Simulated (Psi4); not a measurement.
**GaNH4 (charge +1): single-point calculation**

System: GaNH4 (GaH2(NH2)), charge +1, multiplicity 2.
Method: BP86/cc-pVDZ, UKS (Psi4 1.11).

The run did not end well. The geometry is that of the parent species in another charge or spin state. The geometry comes from this level: GFN2-xTB.

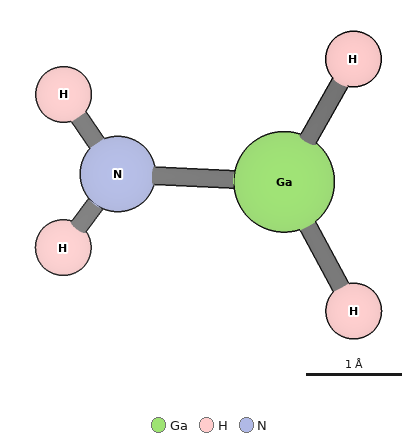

Figure 1. The structure as given in the input (ball-and-stick view, seen at a tilt). Sticks mark near contacts. Bond lengths as drawn: Ga–H 1.55 Å, Ga–N 1.80 Å and H–N 1.01 Å.

### Input file (calc.py)
```python
import psi4

psi4.set_memory(1600000000)
psi4.set_num_threads(1)
psi4.core.set_output_file('output.dat', False)

molecule = psi4.geometry("""
1 2
Ga     0.424050     0.733460     0.007650
H      1.890040     0.754090     0.501460
H     -0.291350     2.018260    -0.474150
N     -0.478200    -0.825800    -0.001250
H     -1.435720    -0.951110    -0.308080
H     -0.108820    -1.728900     0.274370
symmetry c1
""")

psi4.set_options({
    'basis': 'cc-pVDZ',
    'reference': 'uks',
    'puream': True,
    'scf_type': 'pk',
    'dft_radial_points': 99,
    'dft_spherical_points': 590,
    'maxiter': 150,
    'level_shift': 0.3,
    'level_shift_cutoff': 1e-09,
    'd_convergence': 1e-06,
})

e = psi4.energy("BP86")
print(f'total energy {e:.8f} hartree = {e * 27.211386:.5f} eV')
```

Launch command:
```bash
python calc.py
```

### What the program printed
```
=> Loading Basis Set <=

    Name: CC-PVDZ
    Role: ORBITAL
    Keyword: BASIS

         ---------------------------------------------------------
                                   SCF
                              UKS Reference
                        1 Threads,   1525 MiB Core
         ---------------------------------------------------------

  ==> Geometry <==

    Molecular point group: c1
    Full point group: C1

    Geometry (in Angstrom), charge = 1, multiplicity = 2:

       Center              X                  Y                   Z               Mass
    ------------   -----------------  -----------------  -----------------  -----------------
         GA           0.164319011264     0.284017742345     0.001861970818    68.925573500000
         H            1.630309011264     0.304647742345     0.495671970818     1.007825032230
         H           -0.551080988736     1.568817742345    -0.479938029182     1.007825032230
         N           -0.737930988736    -1.275242257655    -0.007038029182    14.003074004430
         H           -1.695450988736    -1.400552257655    -0.313868029182     1.007825032230
         H           -0.368550988736    -2.178342257655     0.268581970818     1.007825032230

  Running in c1 symmetry.

  Rotational constants: A =      3.34074  B =      0.34560  C =      0.31321 [cm^-1]
  Rotational constants: A = 100152.93031  B =  10360.90765  C =   9389.66401 [MHz]
  Nuclear repulsion =  108.906552615978484

  Charge       = 1
  Multiplicity = 2
  Electrons    = 41
  Nalpha       = 21
  Nbeta        = 20

  ==> Algorithm <==

  SCF Algorithm Type is PK.
  DIIS enabled.
  MOM disabled.
  Fractional occupation disabled.
  Guess Type is SAD.
  Energy threshold   = 1.00e-06
  Density threshold  = 1.00e-06
  Integral threshold = 1.00e-12

  ==> Primary Basis <==

  Basis Set: CC-PVDZ
    Blend: CC-PVDZ
    Number of shells: 29
    Number of basis functions: 61
    Number of Cartesian functions: 64
    Spherical Harmonics?: true
    Max angular momentum: 2

  ==> DFT Potential <==

   => LibXC <=

    Version 7.1.2

   => Composite Functional: BP86 <=

    BP86 GGA Exchange-Correlation Functional

    Deriv               =              1
    GGA                 =           TRUE
    Meta                =          FALSE

    Exchange Hybrid     =          FALSE
    MP2 Hybrid          =          FALSE

   => Exchange Functionals <=

    1.0000     XC_GGA_X_B88

   => Correlation Functionals <=

    1.0000     XC_GGA_C_P86

   => LibXC Density Thresholds  <==

    XC_GGA_C_P86:  1.00E-15
    XC_GGA_X_B88:  1.00E-15

   => Molecular Quadrature <=

    Radial Scheme          =       TREUTLER
    Pruning Scheme         =           NONE
    Nuclear Scheme         =       TREUTLER

    Blocking Scheme        =         OCTREE
    BS radius alpha        =              1
    Pruning alpha          =              1
    Radial Points          =             99
    Spherical Points       =            590
    Total Points           =         335261
    Total Blocks           =           2426
    Max Points             =            256
    Max Functions          =             61
    Weights Tolerance      =       1.00E-15

  ==> Integral Setup <==

  Using in-core PK algorithm.
   Calculation information:
      Number of atoms:                   6
      Number of AO shells:              29
      Number of primitives:            132
      Number of atomic orbitals:        64
      Number of basis functions:        61

      Integral cutoff                 1.00e-12
      Number of threads:                 1

  Performing in-core PK
  Using 3577772 doubles for integral storage.
  We computed 94781 shell quartets total.
  Whereas there are 94830 unique shell quartets.

  ==> DiskJK: Disk-Based J/K Matrices <==

    J tasked:                  Yes
    K tasked:                   No
    wK tasked:                  No
    Memory [MiB]:              578
    Schwarz Cutoff:          1E-12

  Cached 100.0% of DFT collocation blocks in 0.552 [GiB].

  Minimum eigenvalue in the overlap matrix is 2.0711715068E-02.
  Reciprocal condition number of the overlap matrix is 4.6499910043E-03.
    Using symmetric orthogonalization.

  ==> Pre-Iterations <==

  SCF Guess: Superposition of Atomic Densities via on-the-fly atomic UHF (no occupation information).

   -------------------------
    Irrep   Nso     Nmo
   -------------------------
     A         61      61
   -------------------------
    Total      61      61
   -------------------------

  ==> Iterations <==

                        Total Energy        Delta E     RMS |[F,P]|

   @UKS iter SAD: -1978.64719688966488   -1.97865e+03   0.00000e+00
   @UKS iter   1: -1981.21328998643685   -2.56609e+00   1.69082e-02 DIIS/ADIIS/SHIFT
   @UKS iter   2: -1981.64829403602789   -4.35004e-01   1.34411e-02 DIIS/ADIIS/SHIFT
   @UKS iter   3: -1981.86508567099622   -2.16792e-01   2.16498e-03 DIIS/ADIIS/SHIFT
   @UKS iter   4: -1981.87545371121723   -1.03680e-02   3.70429e-04 DIIS/ADIIS/SHIFT
   @UKS iter   5: -1981.87580321578253   -3.49505e-04   1.98319e-04 DIIS/ADIIS/SHIFT
   @UKS iter   6: -1981.87589590770631   -9.26919e-05   4.80672e-05 DIIS/SHIFT
   @UKS iter   7: -1981.87591538717902   -1.94795e-05   2.61035e-05 DIIS/SHIFT
   @UKS iter   8: -1981.87593190861776   -1.65214e-05   2.64228e-05 DIIS/SHIFT
   @UKS iter   9: -1981.87595191250239   -2.00039e-05   3.16350e-05 DIIS/SHIFT
[... 131 lines of further cycles ...]
   @UKS iter 141: -1981.88166013393175   -2.81973e-08   1.76131e-05 DIIS/SHIFT
   @UKS iter 142: -1981.88166026629597   -1.32364e-07   1.63141e-05 DIIS/SHIFT
   @UKS iter 143: -1981.88166034829214   -8.19962e-08   1.55905e-05 DIIS/SHIFT
   @UKS iter 144: -1981.88166040946498   -6.11728e-08   1.51011e-05 DIIS/SHIFT
   @UKS iter 145: -1981.88166042575176   -1.62868e-08   1.52599e-05 DIIS/SHIFT
   @UKS iter 146: -1981.88166042858734   -2.83558e-09   1.54154e-05 DIIS/SHIFT
   @UKS iter 147: -1981.88166045751836   -2.89310e-08   1.52027e-05 DIIS/SHIFT
   @UKS iter 148: -1981.88166041506429    4.24541e-08   1.59059e-05 DIIS/SHIFT
   @UKS iter 149: -1981.88166033207403    8.29903e-08   1.69598e-05 DIIS/SHIFT
   @UKS iter 150: -1981.88166044556419   -1.13490e-07   1.55104e-05 DIIS/SHIFT

PsiException: Could not converge SCF iterations in 150 iterations.

  Failed to converge.
```

### Standard output
```
Traceback (most recent call last):
  [frames left out]
psi4.driver.p4util.exceptions.SCFConvergenceError: Could not converge SCF iterations in 150 iterations.
```

### What the run reported

- outcome: not converged
- hardware: 1 thread of Intel Xeon (Granite Rapids), 64 GiB of memory available, shared host
- wall time: 77 s
- peak memory: 1 GiB

### Diagnosis

The run did not converge: “psi4.driver.p4util.exceptions.SCFConvergenceError: Could not converge SCF iterations in 150 iterations.” Its last values are not results. The record of the run, not the program, notes: occupations held by overlap or a lasting level shift; may not be the lowest state.
